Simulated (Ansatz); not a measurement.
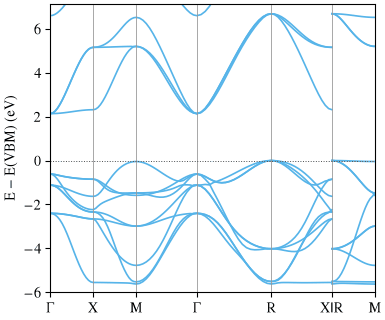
Fig. 1. Band structure from LDA (plane waves, PAW; program Ansatz)

Q: Read off the gap and where the band edges lie.

A: About 2.1 eV (2.14 eV by a search for the band edges); maximum at R, minimum at Γ.

Q: Pick the material that matches.
A. BaTiO3, cubic perovskite
B. KTaO3, cubic perovskite
C. LaLuO3, cubic perovskite
D. Cu2O, Pn-3m (Cu on 4c, O on 2a)

A: B, KTaO3, cubic perovskite

Space group Pm-3m (cubic perovskite). The cell was relaxed with LDA under the symmetry of its start. The run is not spin-polarised. Spin–orbit coupling is left out wherever it is not named.

Potentials: the earlier of the program's two PAW sets. The files were generated under PBE; for other functionals the program regenerates the frozen cores, and for LDA and PBEsol the local potential too.
